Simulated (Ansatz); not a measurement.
**C2H4Cl2 (SMILES CC(Cl)Cl): density, localisation and related maps**

```csv
atom,x (Å),y (Å),z (Å)
C,-0.5545,-0.0180,-0.2747
C,-1.3261,-1.0787,-1.0152
Cl,-2.9090,-1.3627,-0.2438
Cl,-1.5347,-0.6280,-2.7283
H,-0.4116,-0.3241,0.7717
H,-1.1035,0.9336,-0.2966
H,0.4281,0.1254,-0.7469
H,-0.8112,-2.0470,-1.0167
```

Geometry: PBE0-D3(BJ)/def2-SVP.

The calculation used isolated molecule in a Gaussian basis; Kohn-Sham density functional theory, functional PBE0 (Ansatz 0.2.0).

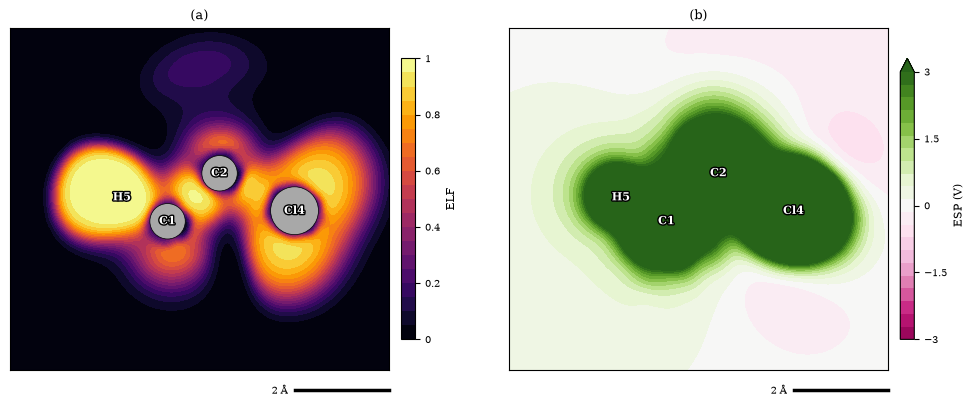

Figure 1. (a) ELF; (b) molecular electrostatic potential on the plane of atoms C1, C2 and Cl4. Grey discs cover the atomic cores in the ELF map.

> What does the map show?

The section cuts through C, Cl and H sites.
C–C (1.51 Å): the ELF peaks at about 0.95 between the atoms: a covalent bond.
C–Cl (1.78 Å): the ELF peaks at about 0.90 between the atoms (localised, covalent bonding).
C–H (1.10 Å): the ELF climbs to about 1 towards the hydrogen, as it does in any bond to H: a covalent bond by its length.
The ELF also peaks beside Cl4, away from the bonds: lone-pair regions.
Outside the dense part of the molecule the potential is most negative (−0.6 V) near Cl4.

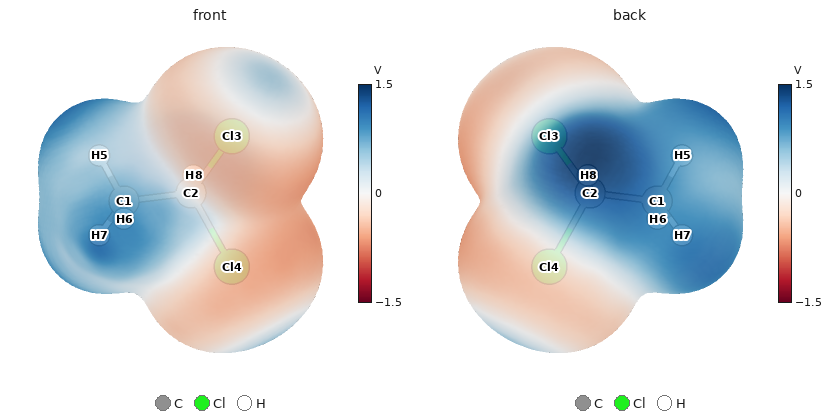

Figure 2. The molecular electrostatic potential painted on the density surface at 0.002 e/bohr³, seen from the front and from behind; the colour scale runs from red (negative) to blue (positive).

> Where is the surface potential most negative and most positive?

The most negative region (about −0.6 V, or −14 kcal/mol for a unit charge) lies over Cl3 and Cl4, the most positive (about +1.4 V, or +32 kcal/mol for a unit charge) over H8. Cl3 shows a σ-hole: about +0.5 V, or +12 kcal/mol for a unit charge at the tip opposite its bond, against about −0.4 V, or −9 kcal/mol for a unit charge on its flanks. Cl4 shows a σ-hole: about +0.5 V, or +12 kcal/mol for a unit charge at the tip opposite its bond, against about −0.4 V, or −9 kcal/mol for a unit charge on its flanks.

> How polar is the molecule by this calculation?

Its dipole moment is 2.08 D.
